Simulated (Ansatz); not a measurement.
# CH$_{4}$FSi (SMILES C[SiH+]F) (charge +1): what the fields show

```xyz
7

C    -0.3778    0.9004    1.2653
F    -1.6451    0.0718   -1.2312
Si   -0.8939   -0.3609    0.0839
H    -0.8402    0.6852    2.2476
H    -0.6563    1.9111    0.9292
H     0.7179    0.8350    1.4072
H    -0.7091   -1.8201    0.1656
```

Geometry: PBE0-D3(BJ)/def2-SVP.

Level of theory: Ansatz 0.2.0, isolated molecule in a Gaussian basis; Kohn-Sham density functional theory, functional PBE0.

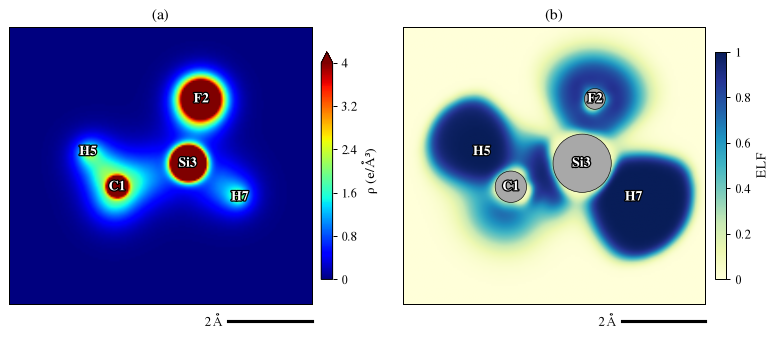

Figure 1. (a) total electron density; (b) electron localisation function on the plane of atoms C1, Si3 and H7. Grey discs cover the atomic cores in the ELF map.

Read the bonding off the picture.

Answer.
- Atoms in the plane: C, F, Si and H.
- Si–F (1.58 Å): the density is about 1.3 e/Å³ at the midpoint; the ELF peaks at about 0.85 in the valence shell of F, 0.6 Å from its nucleus, and is about 0.55 at the midpoint.
- C–Si (1.80 Å): ρ is about 1.1 e/Å³ halfway; the ELF peaks at about 0.95 between the atoms (a covalent bond).
- C–H (1.10 Å): ρ at the midpoint is about 2 e/Å³; the ELF climbs to about 1 towards the hydrogen, as it does in any bond to H (a covalent bond by its length).
- Si–H (1.47 Å): ρ at the midpoint is about 0.89 e/Å³; the ELF climbs to about 1 towards the hydrogen.
- The ELF also peaks beside F2, away from the bonds: lone-pair regions.

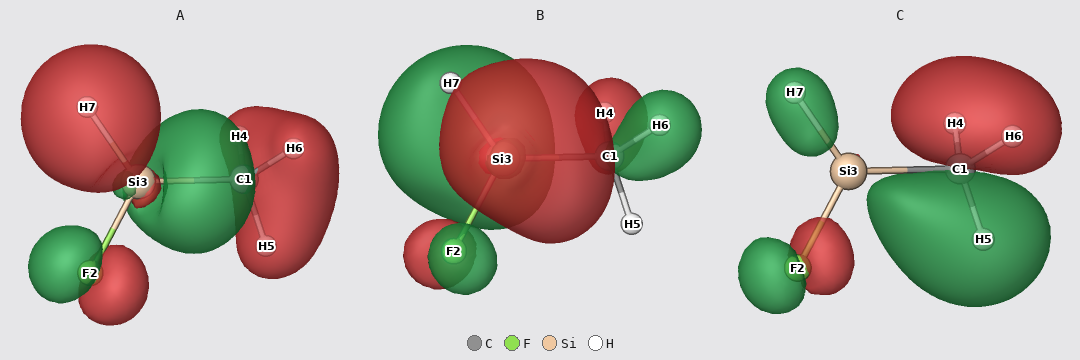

Figure 2. Three frontier orbitals at ±0.1 Å⁻³ᐟ² (green and red are the two phases), in no order.

Order the three orbitals by energy and name them.

Answer. C is the HOMO−1 (−17.83 eV). It lies mainly on C1 (about 45 %), H5 (about 20 %), H6 (about 10 %) and H4 (about 10 %). A is the HOMO (−16.51 eV). It lies mainly on C1 (about 30 %), Si3 (about 30 %), H7 (about 20 %) and F2 (about 10 %). B is the LUMO (−8.69 eV). It lies mainly on Si3 (about 75 %), F2 (about 10 %) and C1 (about 5 %).

What is the HOMO–LUMO gap?

Answer. 7.82 eV between the orbital energies.

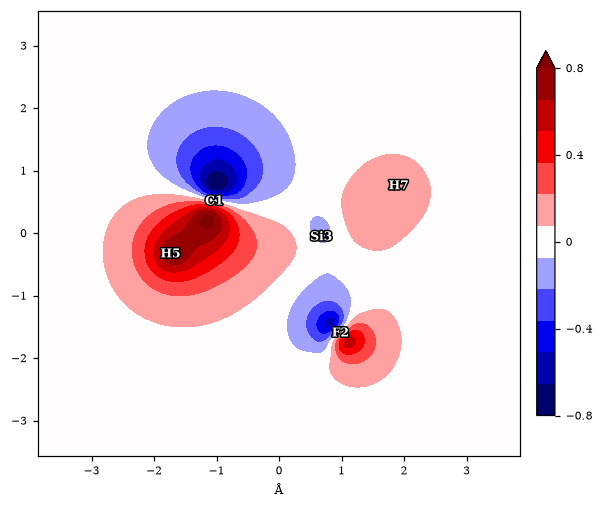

Figure 3. The HOMO−1 on the plane of atoms C1, Si3 and F2 (values in Å⁻³ᐟ²; the overall sign is arbitrary).

What is the character of this orbital?

Answer. Its weight (Hirshfeld) is mainly on C1 (about 45 %), H5 (about 20 %), H6 (about 10 %) and H4 (about 10 %). Its energy is −17.83 eV.
